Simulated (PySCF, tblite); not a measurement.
# C₆H₅AlBN: geometry, infrared bands and NMR shifts

What infrared bands and NMR shifts should C₆H₅AlBN (`C#CB[NH][Al]([C]#C)[C]#C`) show?

The runs use tblite 0.8.0 and PySCF 2.14.0, with density-fitted response routines of our own; the level of theory stands in each step. All values are computed, except where a source is named. Atoms count from 0, in the outputs and in this text.

## (1) Starting geometry

14 atoms, charge 0, multiplicity 1; geometry from: force field or distance geometry start.

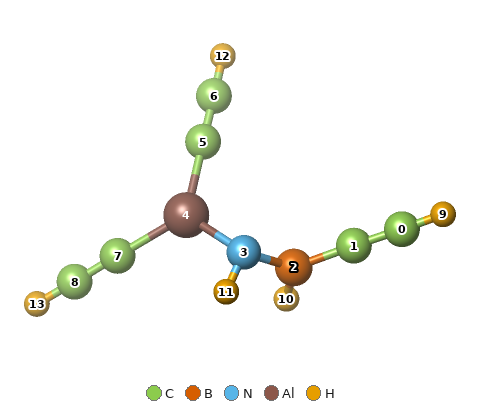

The starting geometry (carbon green, boron orange, nitrogen blue, aluminium brown, hydrogen amber), atoms numbered; sticks join atoms by distance.

## (2) Relaxing the molecule with GFN2-xTB

The job: settings as JSON, then the geometry in Å.

```
{"job": {"kind": "relax", "xc": "GFN2-xTB", "basis": "xTB"}, "charge": 0, "multiplicity": 1}
C      3.968300     0.080700     0.250600
C      2.832800    -0.350800     0.273500
B      1.418700    -0.915800     0.326900
N      0.437200    -0.417600     1.379700
Al    -1.111100     0.250200     0.498400
C     -0.954800     1.798500    -0.671100
C     -0.847500     2.762600    -1.393000
C     -2.742200    -0.781400     0.488900
C     -3.761000    -1.435100     0.481700
H      4.940700     0.467800     0.228000
H      1.103900    -1.794400    -0.408000
H      0.133600    -1.269700     1.930900
H     -0.764000     3.604300    -2.012200
H     -4.655200    -1.999700     0.474200
```

Run with:

```bash
> OMP_NUM_THREADS=1 python probes_run.py task.json out
```

One launch serves the whole session: the jobs run in the order shown.

**Question.** This job is followed by: GFN2-xTB harmonic vibrations, gas phase; GIAO PBE0/pcSseg-1 NMR shielding, non-relativistic, gas phase. What will the session give for the following? strongest single infrared mode (GFN2-xTB); zero-point energy (GFN2-xTB); ¹³C shifts against TMS (PBE0/pcSseg-1, means over atoms taken as alike); ¹H shifts against TMS (PBE0/pcSseg-1, means over atoms taken as alike); ¹¹B shifts against BF3·OEt2 (PBE0/pcSseg-1); ¹⁵N shifts against NH3 (PBE0/pcSseg-1); ²⁷Al shifts against AlH4- (PBE0/pcSseg-1).

The runs gave:

| quantity | value |
| --- | --- |
| strongest single infrared mode (GFN2-xTB) | 1292 cm⁻¹, 434 km/mol |
| zero-point energy (GFN2-xTB) | 51.9 kcal/mol |
| ¹³C shifts against TMS (PBE0/pcSseg-1, means over atoms taken as alike) | 108.3, 105.9, 95.8, 94.4 ppm |
| ¹H shifts against TMS (PBE0/pcSseg-1, means over atoms taken as alike) | 5.11, 5.00, 2.62, 1.82 ppm |
| ¹¹B shifts against BF3·OEt2 (PBE0/pcSseg-1) | 34.2 ppm |
| ¹⁵N shifts against NH3 (PBE0/pcSseg-1) | 150.9 ppm |
| ²⁷Al shifts against AlH4- (PBE0/pcSseg-1) | 63.5 ppm |

What this shows: Relaxing lowered the energy by 1.076 eV in 127 steps; the close pair that moved most is B2–N3, from 1.523 to 1.411 Å. The lowest mode is slightly imaginary (6i cm⁻¹), a soft motion within the noise of the Hessian, so the minimum is not strictly shown. The strongest single mode, at 1292 cm⁻¹, moves mainly B2 and N3. Unscaled tight-binding wavenumbers are off by several per cent, some by more. Its intensities can rank the bands wrongly.
